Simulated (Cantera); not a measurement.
Input: 1 mol PbO, 5.2 mol CH4, 0.66 mol N2, held at 12.0 Pa.

Method: chemical equilibrium by Gibbs-energy minimisation in Cantera with the NASA 1993 tables (ideal gas, pure condensed phases). Candidate condensed phases: C, C6H6, C7H8, C8H18, H2O, Pb, PbO, PbO2, Pb3O4; 139 gas species. Kinetics and transport are ignored.

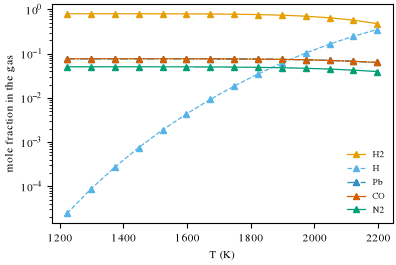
Figure: Equilibrium gas composition (values under 1e-9 drawn at 1e-9)

Task: Read off the mole fractions at 1898 K.

Result: H2 about 0.74, Pb about 0.074, CO about 0.074, H about 0.061, N2 about 0.048.
